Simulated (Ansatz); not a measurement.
Partial pair distribution functions of a relaxed model of amorphous hafnium silicate (Hf18O38Si), broadened by 0.06 Å; density 8.61 g/cm³. All values below come from PBE, scalar-relativistic without spin-orbit coupling (plane waves to 420 eV, PAW; Ansatz, a quantum-chemistry and plane-wave program).

Preparation: random packing, a CHGNet melt and quench, and a DFT relaxation. O atoms were pushed apart under 1.9 Å during the dynamics, to hinder bonds among them. The hot cell started wider than the set density and was brought back towards it in steps. It is the lowest in DFT energy of 2 quenches. It is a model cell: composition and starting density were chosen by hand, and all elements were melted together. No dispersion term was used. Its density started from a set value of 8.61 and ended at 8.61 g/cm³. The quench (nominally 450 K/ps over its main leg) was far faster than any real one, so the model tends to hold more defects than a real film. Values belong to this one cell and scatter from quench to quench. The volume was held where the preparation left it and the shape relaxed, at a PBE pressure of -0.9 GPa (tension). Stress components on the final sampling reach 0.9 GPa.

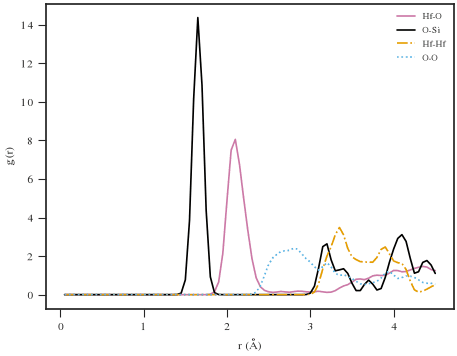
Partial pair distribution functions

Highest peaks under 4.5 Å: Hf-O near 2.10 Å, O-Si near 1.65 Å, Hf-Hf near 3.35 Å, O-O near 2.80 Å; pairs of few atoms are noisy.

Within 2.50 Å each Hf has 6.06 O neighbours on average.
